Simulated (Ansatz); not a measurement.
# TiH₂O (singlet): one geometry, many settings at a displaced geometry (v1)

Aim: run TiH₂O (singlet) at one geometry under a spread of methods and options, and see what each costs and gives.

Computed with Ansatz 0.2.0, Gaussian basis. Level: the settings change from run to run.

23 further runs of the same task are left out: 2 for a known fault of the program, 10 that didn't finish, 11 set aside as unsound or not needed. Runs told in other sessions of the task aren't counted.

### 1 The system

The geometry is a PBE0/def2-TZVP stationary point (not a proven minimum) with its atoms shifted at random (size 0.040 Å).

4 atoms, charge 0, spin multiplicity 1.

Atoms are counted from 1 here; the program's logs count them from 0.

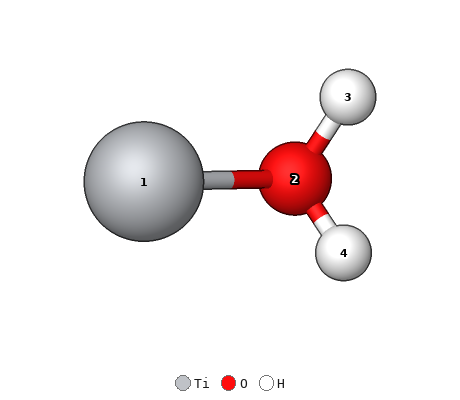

The geometry (titanium light grey, oxygen red, hydrogen white); atoms are numbered from 1 in the order of the file.

### 2 MP2 on UHF/def2-SVP

File in.yaml:

```yaml
crystal:
  periodic: [false, false, false]
  atoms:
    - {symbol: Ti, position_ang: [0.017070, 0.003560, 0.569792]}
    - {symbol: O, position_ang: [-0.103735, -0.012582, -1.482224]}
    - {symbol: H, position_ang: [0.469368, 0.834587, -1.780643]}
    - {symbol: H, position_ang: [0.366590, -0.803945, -1.750840]}
basis:
  gaussian: {orbitals: def2-SVP}
magnetization: {spin_polarized: true, initial_magnetization: 0}
correlation: {method: mp2, electrons: outside_noble_gas}
```

Started as:

```bash
> ansatz run in.yaml --threads 1 --pin off --events-out ev --progress --plain --max-ram 2393MiB
```

Output, cut to the lines that bear on the results:

```text
Functional definition: HF
  name "HF"
  cite "Fock, Z. Phys. 61, 126 (1930) doi:10.1007/BF01340294"
  parent pbe
[...]
582 factors; integrals over basis functions are off by at most 1.1e-3 eV
[...]
mean field -25149.09278825 eV, -924.2121133009 hartree, gradient 2.2e-6 eV, S^2 1.016061; 16 other end points of the search recorded, 0 dependent functions left out
10 core orbitals not correlated: weight in the atoms' cores, before any rotation towards them, 0.995 or more for the frozen orbitals, at most 0.007 for the correlated occupied ones
reference -25149.09278825 eV, -924.2121133009 hartree; 6, 6 occupied and 39, 39 virtual orbitals, 582 factors
second order -6.71020693 eV of doubles, -0.00000000 eV of singles
Total energy: -25155.80299518 eV, -924.4587088572 hartree
```

Wall time 11 s (1 thread of Arm Neoverse V2, shared host).

From the report: ⟨S²⟩ of the determinant 1.016 (pure singlet: 0.00). The determinant of MP2 (⟨S²⟩ 1.02) is far from a pure spin state, so its energy mixes those of several spin states; that is harmless only where they are near-degenerate.

### 3 MP2 on RHF/def2-mTZVP

in.yaml: that of step 2 with these lines changed.

```diff
@@ -8,4 +8,4 @@
 basis:
-  gaussian: {orbitals: def2-SVP}
-magnetization: {spin_polarized: true, initial_magnetization: 0}
-correlation: {method: mp2, electrons: outside_noble_gas}
+  gaussian: {orbitals: def2-mTZVP}
+magnetization: {spin_polarized: false}
+correlation: {method: mp2, electrons: all}
```

Launched as before.

Output, cut to the lines that bear on the results:

```text
Functional definition: HF
  name "HF"
  cite "Fock, Z. Phys. 61, 126 (1930) doi:10.1007/BF01340294"
  parent pbe
[...]
623 factors; integrals over basis functions are off by at most 1.2e-3 eV
[...]
mean field -25152.97498863 eV, -924.3547815335 hartree, gradient 7.8e-10 eV, S^2 0.000000; 12 other end points of the search recorded, 0 dependent functions left out; unrestricted orbitals would lower it
[...]
unrestricted determinant -25154.25802228 eV, -924.4019321505 hartree, S^2 1.0219
reference -25152.97498863 eV, -924.3547815335 hartree; 16, 16 occupied and 47, 47 virtual orbitals, 623 factors
second order -13.16911633 eV of doubles, -0.00000000 eV of singles
Total energy: -25166.14410496 eV, -924.8387376321 hartree
```

Wall time 6.5 s (1 thread of Arm Neoverse V2, shared host).

### 4 CASCI(2,5)/STO-3G

in.yaml: that of step 3 with these lines changed.

```diff
@@ -8,4 +8,3 @@
 basis:
-  gaussian: {orbitals: def2-mTZVP}
-magnetization: {spin_polarized: false}
-correlation: {method: mp2, electrons: all}
+  gaussian: {orbitals: STO-3G}
+correlation: {active_space: {window: {electrons: 2, orbitals: 5}, fixed_orbitals: true, states: [{multiplicity: 1, weights: [1, 0.5, 1]}, {multiplicity: 3, weights: [1]}]}}
```

The command is unchanged.

Output, cut to the lines that bear on the results:

```text
Functional definition: HF
  name "HF"
  cite "Fock, Z. Phys. 61, 126 (1930) doi:10.1007/BF01340294"
  parent pbe
[...]
492 factors; integrals over basis functions are off by at most 1.4e-7 eV
[...]
mean field -24884.17612747 eV, -914.4766055840 hartree, gradient 1.2e-7 eV, S^2 0.000000; 13 other end points of the search recorded, 0 dependent functions left out
reference -24884.17612747 eV, -914.4766055840 hartree; 16, 16 occupied and 9, 9 virtual orbitals, 492 factors
state -24884.89821120 eV, -914.5031416717 hartree
state -24884.67750127 eV, -914.4950307315 hartree
state -24884.63095440 eV, -914.4933201654 hartree
state -24885.76809238 eV, -914.5351092156 hartree
Total energy: -24885.03885960 eV, -914.5083104053 hartree
```

Wall time 0.81 s (1 thread of Arm Neoverse V2, shared host).

From the report: 25 determinants; active occupations (of the averaged states) 0.97, 0.73, 0.18, 0.11, 0.01.

### 5 HF/STO-3G

in.yaml: that of step 4 with these lines changed.

```diff
@@ -9,2 +9,4 @@
   gaussian: {orbitals: STO-3G}
-correlation: {active_space: {window: {electrons: 2, orbitals: 5}, fixed_orbitals: true, states: [{multiplicity: 1, weights: [1, 0.5, 1]}, {multiplicity: 3, weights: [1]}]}}
+magnetization: {spin_polarized: false}
+hamiltonian: {xc: hf}
+output: {orbitals: {seedname: orbitals}}
```

The command is unchanged.

Output, cut to the lines that bear on the results:

```text
Functional definition: HF
  name "HF"
  cite "Fock, Z. Phys. 61, 126 (1930) doi:10.1007/BF01340294"
  parent pbe
[...]
340 factors; integrals over basis functions are off by at most 1.5e-4 eV
[...]
mean field -24884.17607574 eV, -914.4766036830 hartree, gradient 4.1e-6 eV, S^2 0.000000; 2 other end points of the search recorded, 0 dependent functions left out
reference -24884.17607574 eV, -914.4766036830 hartree; 16, 16 occupied and 9, 9 virtual orbitals, 340 factors
Total energy: -24884.17607574 eV, -914.4766036830 hartree
```

Run time: 0.39 s. Hardware: 1 thread of Arm Neoverse V2, shared host.

### 6 BCCD on UHF/def2-SVP

in.yaml: that of step 5 with these lines changed.

```diff
@@ -8,5 +8,5 @@
 basis:
-  gaussian: {orbitals: STO-3G}
-magnetization: {spin_polarized: false}
-hamiltonian: {xc: hf}
-output: {orbitals: {seedname: orbitals}}
+  gaussian: {orbitals: def2-SVP}
+magnetization: {spin_polarized: true, initial_magnetization: 0}
+hamiltonian: {pseudopotentials: {relativity: none}}
+correlation: {method: bccd, electrons: outside_noble_gas}
```

The command is unchanged.

Output, cut to the lines that bear on the results:

```text
Functional definition: HF
  name "HF"
  cite "Fock, Z. Phys. 61, 126 (1930) doi:10.1007/BF01340294"
  parent pbe
[...]
582 factors; integrals over basis functions are off by at most 1.1e-3 eV
[...]
mean field -25149.09278825 eV, -924.2121133009 hartree, gradient 2.2e-6 eV, S^2 1.016061; 18 other end points of the search recorded, 0 dependent functions left out
determinant -25149.09278825 eV, -924.2121133009 hartree, with singles and doubles -25156.51308954 eV, -924.4848043434 hartree
determinant -25148.99999373 eV, -924.2087031652 hartree, with singles and doubles -25156.43715601 eV, -924.4820138377 hartree
determinant -25148.76143718 eV, -924.1999363737 hartree, with singles and doubles -25156.20908011 eV, -924.4736322031 hartree
determinant -25149.09278825 eV, -924.2121133009 hartree, with singles and doubles -25156.78321616 eV, -924.4947313136 hartree
determinant -25148.99999373 eV, -924.2087031652 hartree, with singles and doubles -25156.72766297 eV, -924.4926897715 hartree
determinant -25148.76143718 eV, -924.1999363737 hartree, with singles and doubles -25156.57277550 eV, -924.4869977623 hartree
10 core orbitals not correlated: weight in the atoms' cores, before any rotation towards them, 0.995 or more for the frozen orbitals, at most 0.007 for the correlated occupied ones
reference -25149.09278825 eV, -924.2121133009 hartree; 6, 6 occupied and 39, 39 virtual orbitals, 582 factors
second order -6.71020693 eV of doubles, -0.00000000 eV of singles
cycle   1  -7.67992189 eV  change    1.1e-2 eV  update   9.1e-3
[...]
cycle  32  -7.67171383 eV  change   -3.1e-6 eV  update   3.2e-6
WARN: the results are in doubt because among natural orbitals full CI differs from the method by +1.462 eV
Total energy: -25156.76450208 eV, -924.4940435841 hartree
In doubt: among natural orbitals full CI differs from the method by +1.462 eV
```

Wall time 64 s (1 thread of Arm Neoverse V2, shared host).

From the report: ⟨S²⟩ of the determinant 1.016 (pure singlet: 0.00); correlation -7.6717 eV; largest double amplitude 0.48. The determinant of BCCD (⟨S²⟩ 1.02) is far from a pure spin state, so its energy mixes those of several spin states; that is harmless only where they are near-degenerate. The program marks this result as in doubt; its last lines say why.

### 7 The runs in one table

 † marks a result that the program doubts.

| level | correlated | functions | energy (eV) | time |
| --- | --- | --- | --- | --- |
| MP2 on UHF/def2-SVP | outside noble gas | 55 | -25155.8030 | 11 s |
| MP2 on RHF/def2-mTZVP | all | 63 | -25166.1441 | 6.5 s |
| CASCI(2,5)/STO-3G (mean of several states) |  | 25 | -24885.0389 | 0.81 s |
| HF/STO-3G |  | 25 | -24884.1761 | 0.39 s |
| BCCD on UHF/def2-SVP † | outside noble gas | 55 | -25156.7645 | 64 s |

### 8 Summary of results

| quantity | value |
| --- | --- |
| runs | 5 |
| quickest | HF/STO-3G, 0.39 s |
| slowest | BCCD on UHF/def2-SVP †, 64 s |

What this shows: Total energies in different bases, with other cores or another treatment of relativity can't be set against each other. BCCD on UHF/def2-SVP † took 163 times as long as HF/STO-3G; the jobs differ in more than the method.
